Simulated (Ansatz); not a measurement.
The figure comes from a scan of Y (hcp, Mg type): a phonon pattern at Γ is frozen into a 2-atom cell, Q being the largest atomic displacement. All values below come from PBE (plane waves to 420 eV, PAW, scalar-relativistic; Ansatz, a first-principles code). k mesh 15×15×8 (Γ-centred), Fermi-Dirac smearing 0.05 eV. The energy includes the smearing's −TS. With partly filled bands, energies and forces of such displacements shift with the k mesh and the smearing. The PAW data are Ansatz's earlier set. Y is run without spin polarisation. Y was relaxed with its symmetry unable to fall. The zero of ΔE is the undisplaced structure.

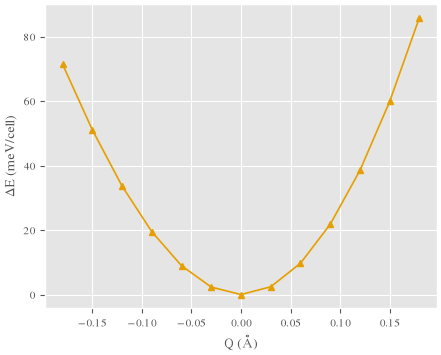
Fig. 1. ΔE (meV/cell) against Q (Å); markers are the computed points, lines only join them.

### Question
Read the plotted values off the figure, to the accuracy that the plot allows.

### Answer
To the nearest 2:

| Q (Å) | ΔE (meV/cell) |
|---|---|
| -0.180 | 72 |
| -0.150 | 52 |
| -0.120 | 34 |
| -0.090 | 20 |
| -0.060 | 8 |
| -0.030 | 2 |
| 0.000 | 0 |
| 0.030 | 2 |
| 0.060 | 10 |
| 0.090 | 22 |
| 0.120 | 38 |
| 0.150 | 60 |
| 0.180 | 86 |

(A displaced cell: forces are minus the slopes of the energy, force constants its curvatures, and phonons follow from these.)
